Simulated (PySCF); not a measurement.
Input

```
{"job": {"xc": "wB97X-D", "basis": "pcSseg-1", "solvent": "chloroform", "kind": "nmr", "pop": true}, "charge": 0, "multiplicity": 1}
C     -1.920007     0.633183     0.852219
C     -1.167917    -0.303693    -0.082249
C     -1.965909    -0.642005    -1.325782
O      0.040101     0.285924    -0.512682
C      1.144890     0.148076     0.354849
C      2.056541     1.333373     0.106882
C      1.847187    -1.182071     0.122697
H     -2.861746     0.179985     1.196745
H     -1.319978     0.877425     1.741926
H     -2.154421     1.574115     0.330792
H     -0.949087    -1.246025     0.460434
H     -2.170048     0.274636    -1.900652
H     -2.926089    -1.112404    -1.067102
H     -1.397101    -1.327430    -1.970340
H      0.798273     0.187794     1.407703
H      1.520971     2.274583     0.297401
H      2.945708     1.293730     0.753553
H      2.388293     1.337538    -0.943044
H      2.708248    -1.300783     0.797910
H      1.166440    -2.029699     0.294663
H      2.206736    -1.239309    -0.916392
```

Launched as:

```sh
OMP_NUM_THREADS=1 python ens_run.py task.json out
```

Geometry: PBE0-D3(BJ)/def2-SVP.

These are results of PySCF 2.14.0, wB97X-D/pcSseg-1, SCF density, in a chloroform solvent model, non-relativistic, not measurements.

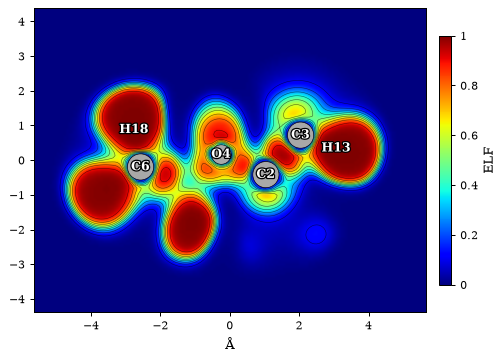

C6H14O. ELF on the plane of atoms C3, C2 and O4. Grey discs cover the atomic cores.

Read the bonding off the picture.

Atoms in the plane: C, O and H. C–O (1.41 Å): the ELF peaks at about 0.90 between the atoms, as expected for a polar covalent bond. C–C (1.52 Å): the ELF peaks at about 0.95 between the atoms (a shared electron pair). C–H (1.10 Å): the ELF climbs to about 1 towards the hydrogen, as it does in any bond to H: a covalent bond by its length. The ELF also peaks beside O4, away from the bonds: lone-pair regions.
